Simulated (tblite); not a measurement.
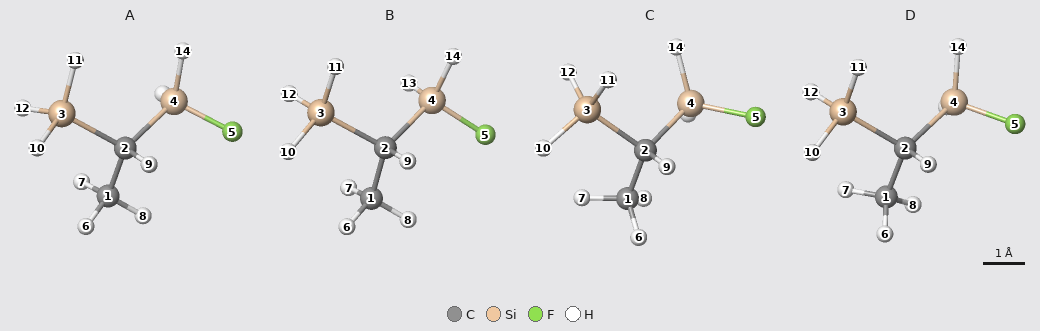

4 geometries from one relaxation of C₂H₉FSi₂, in shuffled order. A ball-and-stick model, seen at a tilt.

Level of theory: GFN2-xTB geometry optimisation, gas phase in tblite. 

Put them in the order of the run, from the start to the converged end.

Answer. C, D, A, B. They are steps 0, 49, 63, 138, at +13.6 kcal/mol, +3.01 kcal/mol, +0.98 kcal/mol relative to the last. The energy falls by 13.6 kcal/mol in 138 geometry steps. The largest move after the best rigid fit is that of H7, 1.12 Å. By element the largest moves are H 1.12 Å, F 1.04 Å, Si 0.18 Å, C 0.11 Å. Among the contacts that change: Si4–F5 1.707 → 1.616 Å, C2–Si3 1.862 → 1.905 Å, C2–Si4 1.854 → 1.898 Å, C1–C2 1.497 → 1.532 Å. Bond angles that change, for instance: F5–Si4–H14 109.7° → 104.0°, Si3–C2–Si4 107.7° → 113.0°, C2–C1–H7 105.6° → 110.8°. Groups turn about C1–C2 by about 60°, C2–Si4 by about 45°.
